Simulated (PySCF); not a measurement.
**GaH2O2 (SMILES [OH][Ga][OH]): levels of theory compared**

We compute a comparison of 6 runs (UHF/3-21G, UB3LYP/6-31G*, UPBE0/def2-SVP, UTPSSh/pcseg-2, UMP2/pcseg-1, UCCSD(T)/6-311G**) of GaH2O2. Input form: a Python script.

The calculation is run with PySCF 2.14.0.

**1. Starting point**

GaH2O2: 5 atoms, total charge 0, spin state doublet. As SMILES, `[OH][Ga][OH]`. The coordinates come from a PBE0-D4/def2-TZVP relaxation. This is one conformer, not always the lowest.

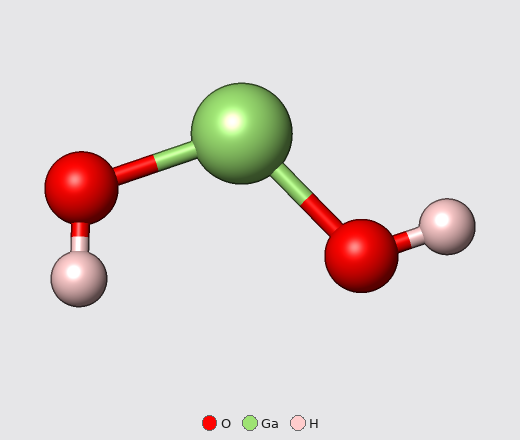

Viewed from a chosen angle; oxygen red, gallium green, hydrogen pink.

**2. Energy and forces at UHF/3-21G (run 1)**

Contents of start.xyz:

```xyz
5

O     -0.370600     0.021600    -1.274400
Ga    -0.311700    -0.753800     0.353600
O      0.618200     0.154900     1.591100
H     -0.867400    -0.464600    -1.936500
H      0.981500     0.968200     1.224700
```

Contents of input.py:

```python
import pyscf.grad
from pyscf import gto, scf

molecule = gto.Mole()
molecule.atom = 'start.xyz'
molecule.charge = 0
molecule.basis = '3-21g'
molecule.spin = 1
molecule.max_memory = 1860
molecule.verbose = 3
molecule.build()

mf = scf.UHF(molecule)
mf.conv_tol = 1e-10
mf.kernel()
if not mf.converged:
    mf = mf.newton().run(mf.mo_coeff, mf.mo_occ)

e_final = mf.e_tot
print(f'total energy: {e_final:.8f} hartree')
grad = mf.Gradients().kernel()
mf.analyze()
```

Launch:

```sh
$ OMP_NUM_THREADS=1 python input.py
```

What it wrote:

```text
converged SCF energy = -2063.94121796503  <S^2> = 0.75573772  2S+1 = 2.0057295
total energy: -2063.94121797 hartree
--------------- UHF gradients ---------------
         x                y                z
0 O    -0.0019210673     0.0158883600    -0.0356044776
1 Ga    -0.0136158628    -0.0248249779     0.0033417995
2 O     0.0201172982     0.0183412093     0.0291860289
3 H     0.0018815376    -0.0012169641     0.0081838196
4 H    -0.0064619057    -0.0081876272    -0.0051071704
----------------------------------------------
**** MO energy ****
                             alpha | beta                alpha | beta
MO #1   energy= -376.450425832081  | -376.448492142148  occ= 1 | 1
MO #2   energy= -47.9797719550395  | -47.9772916660524  occ= 1 | 1
MO #3   energy= -42.2388020537854  | -42.2377849528992  occ= 1 | 1
MO #4   energy= -42.2384283920456  | -42.2356607489115  occ= 1 | 1
MO #5   energy= -42.2367228354862  | -42.2353984141971  occ= 1 | 1
MO #6   energy= -20.4202847255425  | -20.413971161131   occ= 1 | 1
MO #7   energy= -20.4112614154556  | -20.4083717640828  occ= 1 | 1
MO #8   energy= -6.36680039954656  | -6.35977477905281  occ= 1 | 1
MO #9   energy= -4.44224007653543  | -4.43789701319222  occ= 1 | 1
MO #10  energy= -4.44052075048647  | -4.43435380087218  occ= 1 | 1
[... 30 lines of this table left out ...]
MO #41  energy= 2.08573224209255   | 2.09919427907247   occ= 0 | 0
MO #42  energy= 2.11737775199122   | 2.12607688127166   occ= 0 | 0
MO #43  energy= 3.058146230956     | 3.06860299378833   occ= 0 | 0
MO #44  energy= 3.13646451244079   | 3.1435931827209    occ= 0 | 0

To work with the spin densities directly, `use mulliken_meta_spin()` only printing them here.

 ** Mulliken spin pop alpha/beta on meta-lowdin orthogonal AOs **
 ** Mulliken Spin Density (per atom)  **
spin density of  0 O =      0.12714
spin density of  1 Ga =      0.82212
spin density of  2 O =      0.04039
spin density of  3 H =     -0.00695
spin density of  4 H =      0.01730
 ** Mulliken pop alpha/beta on meta-lowdin orthogonal AOs **
 ** Mulliken atomic charges   ( Nelec_alpha | Nelec_beta ) **
charge of  0O =     -0.66514  (     4.39614      4.26900 )
charge of  1Ga =      0.76593  (    15.52809     14.70598 )
charge of  2O =     -0.66202  (     4.35121      4.31081 )
charge of  3H =      0.28301  (     0.35502      0.36197 )
charge of  4H =      0.27822  (     0.36954      0.35224 )
Dipole moment(X, Y, Z, Debye): -1.28506, -1.40832, -1.42453
```

It took 1.2 s on 1 thread of Arm Neoverse V2, shared host; peak memory 0.12 GiB.

**3. Energy and gradient at UB3LYP/6-31G(d) (Cartesian functions) (run 2)**

Contents of input.py:

```python
import pyscf.grad
from pyscf import gto, dft

mol = gto.Mole()
mol.atom = [
    ('O', (-0.370600, 0.021600, -1.274400)),
    ('Ga', (-0.311700, -0.753800, 0.353600)),
    ('O', (0.618200, 0.154900, 1.591100)),
    ('H', (-0.867400, -0.464600, -1.936500)),
    ('H', (0.981500, 0.968200, 1.224700)),
]
mol.verbose = 4
mol.basis = '6-31g*'
mol.spin = 1
mol.charge = 0
mol.cart = True
mol.max_memory = 1860
mol.build()

mf = dft.UKS(mol, xc='b3lyp')
mf.grids.level = 5
mf.conv_tol = 1e-10
mf.kernel()
if not mf.converged:
    mf = mf.newton().run(mf.mo_coeff, mf.mo_occ)

etot = mf.e_tot
print('Final energy', etot)
grad = mf.Gradients().kernel()
mf.analyze()
```

Launch:

```sh
$ OMP_NUM_THREADS=1 python input.py
```

What it wrote:

```text
PySCF version 2.14.0

[... 109 lines left out ...]
Final energy -2076.2854134380314
[... 14 lines left out ...]
Nuclear Repulsion Energy =             182.431292202033774
[... 1 line left out ...]
Two-electron Energy =                  997.012325589139436
[... 1 line left out ...]
DFT Exchange-Correlation Energy =      -93.037722098904396
[... 4 lines left out ...]
MO #2   energy= -45.9531962766988  | -45.9523945159612  occ= 1 | 1
[... 2 lines left out ...]
MO #69  energy= 73.7959798898728   | 73.7978539996424   occ= 0 | 0
[... 93 lines left out ...]
Dipole moment(X, Y, Z, Debye): -0.88272, -0.71617, -1.44614
```

It took 25 s on 1 thread of Arm Neoverse V2, shared host; peak memory 0.72 GiB.

Runs 3 to 5 aren't shown in full; the table further down has their settings and results.

**4. A single-point energy at UCCSD(T)/6-311G(d,p) (run 6)**

Contents of job.py:

```python
from pyscf import gto, cc

mol = gto.M(
    atom='''
O       -0.370600       0.021600      -1.274400
Ga      -0.311700      -0.753800       0.353600
O        0.618200       0.154900       1.591100
H       -0.867400      -0.464600      -1.936500
H        0.981500       0.968200       1.224700
''',
    spin=1,
    verbose=3,
    basis='6-311g**',
    max_memory=1860,
)

mf = mol.UHF()
mf.conv_tol = 1e-10
mf.kernel()
if not mf.converged:
    mf = mf.newton().run(mf.mo_coeff, mf.mo_occ)

mycc = cc.CCSD(mf, frozen=11)
mycc.kernel()
e_t = mycc.ccsd_t()
e_tot = mycc.e_tot + e_t
print(f'total energy: {e_tot:.8f} hartree')
dip = mf.dip_moment()
pop, q = mf.mulliken_pop()
```

Launch:

```sh
$ OMP_NUM_THREADS=1 python job.py
```

What it wrote:

```text
converged SCF energy = -2074.16805240882  <S^2> = 0.75631797  2S+1 = 2.006308
E(UCCSD) = -2074.783805405887  E_corr = -0.6157529970699088
UCCSD(T) correction = -0.0200806657803545
total energy: -2074.80388607 hartree
Dipole moment(X, Y, Z, Debye): -1.19469, -1.33401, -1.27874
 ** Mulliken pop       alpha | beta **
pop of  0 O 1s        0.54175 | 0.54181
pop of  0 O 2s        0.45615 | 0.45616
pop of  0 O 3s        0.49075 | 0.48126
pop of  0 O 4s        0.45236 | 0.45816
pop of  0 O 2px       0.16527 | 0.16286
pop of  0 O 2py       0.16884 | 0.15172
pop of  0 O 2pz       0.14654 | 0.13104
pop of  0 O 3px       0.36191 | 0.35688
pop of  0 O 3py       0.36971 | 0.33714
pop of  0 O 3pz       0.34017 | 0.31030
pop of  0 O 4px       0.34054 | 0.34541
pop of  0 O 4py       0.33580 | 0.33875
pop of  0 O 4pz       0.26897 | 0.26224
pop of  0 O 3dxy      0.00099 | 0.00092
pop of  0 O 3dyz      0.00146 | 0.00153
pop of  0 O 3dz^2     0.00020 | 0.00017
pop of  0 O 3dxz      0.00083 | 0.00085
pop of  0 O 3dx2-y2    0.00037 | 0.00036
pop of  1 Ga 1s        0.38667 | 0.38659
pop of  1 Ga 2s        0.59210 | 0.59225
pop of  1 Ga 3s        0.51885 | 0.51757
pop of  1 Ga 4s        0.47075 | 0.47207
pop of  1 Ga 5s        0.44397 | 0.43613
pop of  1 Ga 6s        0.57323 | 0.58313
pop of  1 Ga 7s        0.47830 | 0.24597
pop of  1 Ga 8s        0.28597 | 0.01374
pop of  1 Ga 2px       0.08337 | 0.08334
[... 53 lines of this table left out ...]
pop of  3 H 1s        0.12920 | 0.13129
pop of  3 H 2s        0.17901 | 0.18448
pop of  3 H 3s        0.01281 | 0.01534
pop of  3 H 2px       0.01115 | 0.01130
pop of  3 H 2py       0.01083 | 0.01116
pop of  3 H 2pz       0.01142 | 0.01092
pop of  4 H 1s        0.13042 | 0.12856
pop of  4 H 2s        0.18189 | 0.17750
pop of  4 H 3s        0.02312 | 0.01586
pop of  4 H 2px       0.00992 | 0.00998
pop of  4 H 2py       0.01309 | 0.01327
pop of  4 H 2pz       0.01046 | 0.00979
In total            25.00000 | 24.00000
 ** Mulliken atomic charges   ( Nelec_alpha | Nelec_beta ) **
charge of  0O =     -0.78017  (     4.44261      4.33756 )
charge of  1Ga =      1.01069  (    15.41747     14.57184 )
charge of  2O =     -0.78777  (     4.41659      4.37118 )
charge of  3H =      0.28109  (     0.35442      0.36448 )
charge of  4H =      0.27615  (     0.36891      0.35494 )
```

Wall time 3.7 min (1 thread of Arm Neoverse V2, shared host); peak memory 1.9 GiB.

**5. The series**

```
run                                level  Cartesian functions  integration grid   energy (Eh)  dipole moment (D) of the reference  HOMO energy (eV)  LUMO energy (eV)  wall time
  1                            UHF/3-21G                   no                 –  -2063.941218                                2.38             -8.90              0.44      1.2 s
  2  UB3LYP/6-31G* (Cartesian functions)                  yes                 5  -2076.285413                                1.84             -6.23             -3.64       25 s
  3                       UPBE0/def2-SVP                   no                 5  -2075.743903                                1.78             -6.45             -3.13       23 s
  4                       UTPSSh/pcseg-2                   no                 5  -2076.608713                                1.80             -6.03             -3.82    2.6 min
  5                         UMP2/pcseg-1                   no                 –  -2074.314685                                2.23             -9.57              0.28      6.9 s
  6                    UCCSD(T)/6-311G**                   no                 –  -2074.803886                                2.20             -9.48              0.43    3.7 min
```

**6. Summary of results**

```
                                                         quantity           value
                                              run 6: total energy  -2074.80389 Eh
                      run 6: dipole moment (Hartree–Fock density)          2.20 D
run 6: HOMO energy (Hartree–Fock orbitals) (highest over α and β)        -9.48 eV
 run 6: LUMO energy (Hartree–Fock orbitals) (lowest over α and β)         0.43 eV
              run 6: correlation energy (11 core orbitals frozen)      -635.8 mEh
                                            run 6: (T) correction      -20.08 mEh
                         run 6: ⟨S²⟩ of the reference determinant           0.756
                                             run 6: T1 diagnostic           0.018
```

In words: Over runs 1, 2, 3, 4 the dipole moment (its size) runs from 1.78 D (UPBE0/def2-SVP) to 2.38 D (UHF/3-21G). The two ends differ in method and basis. Totals of different functionals can't be ranked against each other. All runs together took 7.3 min, the longest 3.7 min.
